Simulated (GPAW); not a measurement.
Band structure of NiSb (P6_3/mmc, 4 atoms in the cell).

```xyz
4
Lattice="3.9690 0.0000 0.0000 -1.9845 3.4372 0.0000 0.0000 0.0000 5.1674" Properties=species:S:1:pos:R:3 pbc="T T T"
Ni     0.0000     0.0000     0.0000
Ni     0.0000     0.0000     2.5837
Sb     0.0000     2.2915     1.2918
Sb     1.9845     1.1457     3.8755
```

Method of the run: PBE, GPAW PAW datasets PBE (gpaw-data 1.0.1) (plane waves; GPAW 25.7.0).

Settings: mode = pw; ecut = 800 eV; xc = PBE; kpts = 5 5 4; mesh shift (steps) = 0 0 0; occupations.name = methfessel-paxton; occupations.width = 0.2 eV; occupations.order = 0; nbands = -12; symmetry.symmorphic = false; symmetry.tolerance = 0.0005; maxiter = 150; bandpath_npoints = 50.

The starting cell comes from a database of computed structures (which also holds hypothetical and non-ambient phases and stackings), without a prior relaxation at this level. Its lattice was rescaled by a random factor within 2.5 % of one. Spin-orbit coupling is off. Spin polarisation is off.

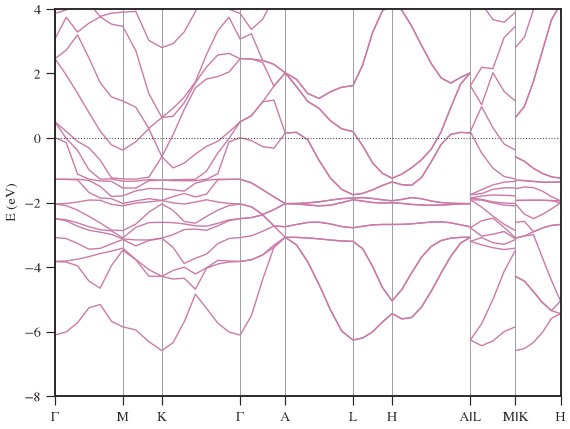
Figure: Bands along the path, energies from the Fermi level.

Levels in eV from the Fermi level, bands 28 to 35:
| point | 28 | 29 | 30 | 31 | 32 | 33 | 34 | 35 |
|---|---|---|---|---|---|---|---|---|
| Γ | -1.28 | 0.01 | 0.50 | 0.50 | 2.46 | 2.46 | 3.07 | 3.86 |
| M | -1.79 | -1.55 | -1.34 | -1.27 | -0.37 | 1.15 | 3.46 | 3.90 |
| K | -1.57 | -1.31 | -1.31 | -0.58 | -0.58 | 0.63 | 0.63 | 2.80 |
| A | -2.03 | 0.15 | 0.15 | 2.02 | 2.02 | 2.02 | 2.02 | 5.12 |
| L | -1.86 | -1.76 | -1.76 | 0.20 | 0.20 | 1.62 | 1.62 | 5.09 |
| H | -1.95 | -1.36 | -1.36 | -1.25 | -1.25 | 4.15 | 4.15 | 7.19 |

Bands cross the Fermi level along this path, so the cell is metallic at this level.
